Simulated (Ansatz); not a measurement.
RbCaH3 (cubic perovskite), frozen-phonon scan

Starting cell, RbCaH3 (cubic perovskite):

```
RbCaH3
1.0
    8.79667     0.00000     0.00000
    4.39833     4.39833     0.00000
    4.39833     0.00000     4.39833
Rb Ca H
2 2 6
Direct
  0.00000   0.00000   0.00000
  0.50000   0.00000   0.00000
  0.75000   0.50000   0.50000
  0.25000   0.50000   0.50000
  0.00000   0.00000   0.50000
  0.50000   0.00000   0.50000
  0.50000   0.50000   0.50000
  0.00000   0.50000   0.50000
  0.00000   0.50000   0.00000
  0.50000   0.50000   0.00000
```

The atoms are displaced by Q × the pattern below (from a DFPT mode at R = (0.5, 0.5, 0.5), largest move 1; Q in Å), at fixed cell. It is one choice among 2 degenerate patterns. (q is in reciprocal vectors of the primitive cell; the cell shown is doubled to hold the pattern.)

```tsv
atom	x	y	z
H5	0.000	0.646	0.000
H6	0.000	-0.646	0.000
H7	0.354	0.000	0.000
H8	-0.354	0.000	0.000
H9	0.000	0.000	-1.000
H10	0.000	0.000	1.000
```

Atoms not listed stay in place.

These are LDA (plane waves to 420 eV, PAW, scalar-relativistic; Ansatz, a quantum-chemistry and plane-wave program) values and carry that method's errors. k mesh 8×8×8 (Γ-centred), Fermi-Dirac smearing 0.05 eV. Energies are smeared free energies. RbCaH3 was relaxed with its symmetry unable to fall. The zero of ΔE is the undisplaced structure.

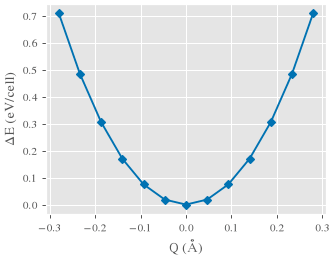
*ΔE (eV/cell) against Q (Å); markers are the computed points, lines only join them.*

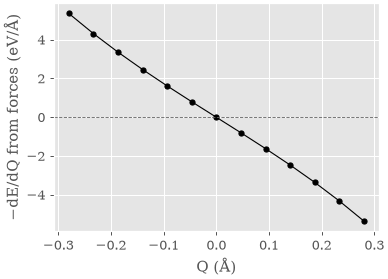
Figure. −dE/dQ from forces (eV/Å) against Q (Å); one marker a computed point.

The energy at Q = 0.280 Å is 710 meV/cell. Space group of the distorted cell: Fmmm (No. 69), lowered from Pm-3m. Symmetry of the curve: even: the same for both signs. Harmonic wavenumber from the curvature (finite differences): 1222 cm⁻¹. Wavenumber by perturbation theory (DFPT, on another k mesh): 1222 cm⁻¹.

E″ = 17.09 eV/Å², M = Σ mᵢ|uᵢ|² = 3.1 u, ν̃ = 521.5·√(|E″|/M).

(A displaced cell: forces are minus the slopes of the energy, force constants its curvatures, and phonons follow from these.)
